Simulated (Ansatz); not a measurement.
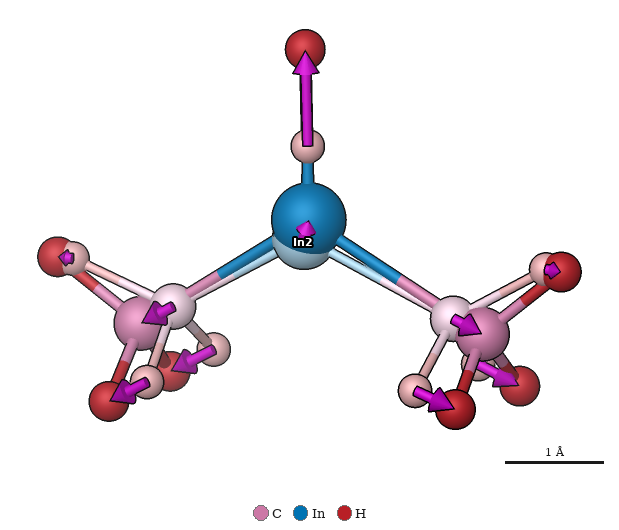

This is a relaxation of C2H7In (coarse preliminary run). The starting structure is drawn faded, the final one solid; purple arrows show the displacements, at their true length. The two geometries are superimposed by the best rigid fit.

A ball-and-stick model, seen at a tilt.

The start comes from a force field.

Computed with RKS PBE-D4/def2-SVP (Ansatz 0.2.0). Set-up: force threshold 0.03 eV/Å; at most 200 steps.

### What did the optimiser do to the structure, and how much energy did it gain?

The energy falls by 1906.5 kJ/mol in 9 geometry steps. The largest force component goes from 52 to 0.024 eV/Å. The largest move after the best rigid fit is that of an H atom, 1.00 Å. By element the largest moves are H 1.00 Å, C 0.40 Å, In 0.22 Å. Some distances before and after: H–In 0.965 → 1.759 Å, C–In 1.622 → 2.188 Å, C–In 1.810 → 2.188 Å, C–H 1.176 → 1.107 Å. Among the angles between lasting bonds that change: In–C–H 129.2° → 112.1°, In–C–H 126.9° → 112.0°, C–In–H 109.9° → 120.8°.
